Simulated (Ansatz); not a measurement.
# CAM-B3LYP/cc-pVDZ run of C2H3F3S (SMILES CSC(F)(F)F)

What is the electronic atomisation energy of C2H3F3S at CAM-B3LYP/cc-pVDZ? 

Program for the calculation: Ansatz 0.2.0.

54 further runs of the same task are left out: 54 set aside as unsound or not needed. Runs told in other sessions of the task aren't counted.

## (1) The molecule

C2H3F3S has 9 atoms, charge 0, and is taken as a singlet. SMILES: `CSC(F)(F)F`. The shape is that of a PBE0-D4/def2-TZVP optimisation.

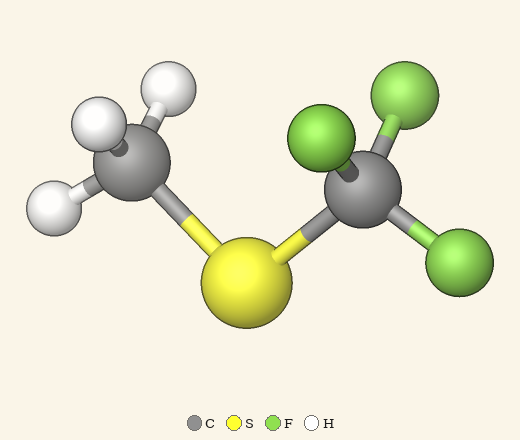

Viewed from a chosen angle; carbon grey, sulfur yellow, fluorine green, hydrogen white.

## (2) The energy at CAM-B3LYP/cc-pVDZ

Contents of in.yaml:

```yaml
crystal:
  periodic: [false, false, false]
  atoms:
    - {symbol: C, position_ang: [-0.264600, -1.100100, 0.810100]}
    - {symbol: S, position_ang: [1.180700, -0.334500, 0.060100]}
    - {symbol: C, position_ang: [0.352400, 1.022800, -0.776800]}
    - {symbol: F, position_ang: [-0.550100, 0.609400, -1.673600]}
    - {symbol: F, position_ang: [1.270600, 1.742000, -1.418200]}
    - {symbol: F, position_ang: [-0.296500, 1.835600, 0.064500]}
    - {symbol: H, position_ang: [0.112500, -1.958300, 1.366300]}
    - {symbol: H, position_ang: [-0.961900, -1.447400, 0.049200]}
    - {symbol: H, position_ang: [-0.754400, -0.415800, 1.501300]}
basis:
  gaussian: {orbitals: cc-pVDZ}
output: {orbitals: {seedname: orbitals}}
hamiltonian: {xc: {name: CAM-B3LYP}}
accuracy: high
```

Started as:

```bash
$ ansatz run in.yaml --threads 1 --pin off --max-ram 2610MiB --events-out events.jsonl --progress --plain --runs-dir runs
```

Log:

```text
Warning: RAYON_NUM_THREADS=1 ignored (pool sized by the plan → 1); use --threads N
Functional definition: CAM-B3LYP
  name "CAM-B3LYP"
  parameter alpha = 0.19
  parameter beta = 0.46
  parameter omega = 0.33/bohr
  parameter ac = 0.81
  exchange = (1 - alpha - beta)*b88_x + beta*b88_x_sr(omega) + alpha*exact_x + beta*exact_x_lr(omega)
  correlation = (1 - ac)*vwn5_c + ac*lyp_c
2387 factors; integrals over basis functions are off by at most 3.8e-9 eV
418 factors; integrals over basis functions are off by at most 2.1e-9 eV
mean field evaluation 1: about -21102.1596 eV, gradient 4.9e1 eV
mean field evaluation 2: about -21100.9695 eV, gradient 5.8e1 eV
mean field evaluation 4: about -21106.3197 eV, gradient 1.5e0 eV
mean field evaluation 8: about -21106.5490 eV, gradient 9.5e-2 eV
mean field evaluation 16: about -21106.5490 eV, gradient 2.5e-5 eV
mean field -21106.54900617 eV, -775.6513694441 hartree, gradient 6.8e-8 eV, S^2 0.000000; 0 other end points of the search recorded, 0 dependent functions left out
reference -21106.54902264 eV, -775.6513700492 hartree; 29, 29 occupied and 74, 74 virtual orbitals, 2387 factors
Total energy: -21106.54902264 eV, -775.6513700492 hartree
```

It took 14 s on 1 thread of Arm Neoverse V2, shared host; peak memory 0.46 GiB.

## (3) The C atom, same level

Contents of input.yaml:

```yaml
crystal:
  periodic: [false, false, false]
  atoms:
    - {symbol: C, position_ang: [0.000000, 0.000000, 0.000000]}
basis:
  gaussian: {orbitals: cc-pVDZ}
magnetization: {spin_polarized: true, initial_magnetization: 2}
hamiltonian: {xc: {name: CAM-B3LYP}}
accuracy: high
```

Run the same way, it converges to -37.82936 Eh (log not shown).

## (4) The F atom

Contents of input.yaml:

```yaml
crystal:
  periodic: [false, false, false]
  atoms:
    - {symbol: F, position_ang: [0.000000, 0.000000, 0.000000]}
basis:
  gaussian:
    orbitals: cc-pVDZ
hamiltonian:
  xc: {name: CAM-B3LYP}
accuracy: high
magnetization:
  spin_polarized: true
  initial_magnetization: 1
```

Started as:

```bash
$ ansatz run input.yaml --threads 1 --pin off --max-ram 2610MiB --events-out events.jsonl --progress --plain --runs-dir runs
```

Log, cut to the lines that bear on the results:

```text
Warning: RAYON_NUM_THREADS=1 ignored (pool sized by the plan → 1); use --threads N
[... 8 set-up lines as earlier in the session ...]
96 factors; integrals over basis functions are off by at most 1.7e-9 eV
51 factors; integrals over basis functions are off by at most 1.1e-9 eV
mean field evaluation 1: about -2712.9884 eV, gradient 4.7e0 eV
mean field evaluation 2: about -2713.0364 eV, gradient 1.5e0 eV
mean field evaluation 4: about -2713.0428 eV, gradient 2.5e-2 eV
mean field evaluation 8: about -2713.0430 eV, gradient 3.8e-4 eV
mean field -2713.04304383 eV, -99.7024928940 hartree, gradient 6.4e-9 eV, S^2 0.750821; 0 other end points of the search recorded, 0 dependent functions left out
reference -2713.04304883 eV, -99.7024930778 hartree; 5, 4 occupied and 9, 10 virtual orbitals, 96 factors
Total energy: -2713.04304883 eV, -99.7024930778 hartree
```

Wall time 0.39 s (1 thread of Arm Neoverse V2, shared host).

## (5) The H atom at the same level

Contents of molecule.yaml:

```yaml
crystal:
  periodic: [false, false, false]
  atoms:
    - symbol: H
      position_ang: [0.000000, 0.000000, 0.000000]
basis:
  gaussian: {orbitals: cc-pVDZ}
total_charge: 0
magnetization: {spin_polarized: true, initial_magnetization: 1}
hamiltonian: {xc: {name: CAM-B3LYP}}
accuracy: high
```

Run the same way, it converges to -0.49789 Eh (log not shown).

## (6) The S atom, same level

Contents of run.yaml:

```yaml
crystal:
  periodic: [false, false, false]
  atoms:
    - symbol: S
      position_ang: [0.000000, 0.000000, 0.000000]
basis:
  gaussian:
    orbitals: cc-pVDZ
magnetization:
  spin_polarized: true
  initial_magnetization: 2
hamiltonian:
  xc: {name: CAM-B3LYP}
accuracy: high
```

Started as:

```bash
$ ansatz run run.yaml --threads 1 --pin off --max-ram 2610MiB --events-out events.jsonl --progress --plain --runs-dir runs
```

Log, cut to the lines that bear on the results:

```text
Warning: RAYON_NUM_THREADS=1 ignored (pool sized by the plan → 1); use --threads N
[... 8 set-up lines as earlier in the session ...]
142 factors; integrals over basis functions are off by at most 3.0e-9 eV
61 factors; integrals over basis functions are off by at most 1.3e-9 eV
mean field evaluation 1: about -10833.3209 eV, gradient 2.6e0 eV
mean field evaluation 2: about -10833.3702 eV, gradient 6.3e-1 eV
mean field evaluation 4: about -10833.3752 eV, gradient 1.7e-1 eV
mean field evaluation 8: about -10833.3754 eV, gradient 5.8e-4 eV
mean field evaluation 16: about -10833.3754 eV, gradient 2.4e-9 eV
mean field -10833.37541370 eV, -398.1192033279 hartree, gradient 1.6e-8 eV, S^2 2.002281; 0 other end points of the search recorded, 0 dependent functions left out
reference -10833.37542440 eV, -398.1192037210 hartree; 9, 7 occupied and 9, 11 virtual orbitals, 142 factors
Total energy: -10833.37542440 eV, -398.1192037210 hartree
```

Wall time 0.69 s (1 thread of Arm Neoverse V2, shared host).

## (7) Outcome

Level: CAM-B3LYP/cc-pVDZ.

| quantity | value |
| --- | --- |
| molecule: total energy | -775.65137 Eh |
| molecule: HOMO energy | -8.70 eV |
| molecule: LUMO energy | 1.77 eV |
| molecule: HOMO–LUMO gap | 10.48 eV |
| C atom: total energy | -37.82936 Eh |
| C atom: ⟨S²⟩ | 2.002 |
| F atom: total energy | -99.70249 Eh |
| F atom: ⟨S²⟩ | 0.751 |
| H atom: total energy | -0.49789 Eh |
| H atom: ⟨S²⟩ | 0.750 |
| S atom: total energy | -398.11920 Eh |
| S atom: ⟨S²⟩ | 2.002 |
| electronic atomisation energy | 34.620 eV |

**Reading.** Taking the molecule apart into free atoms costs 34.62 eV (798 kcal/mol), before zero-point energy and without spin-orbit coupling.
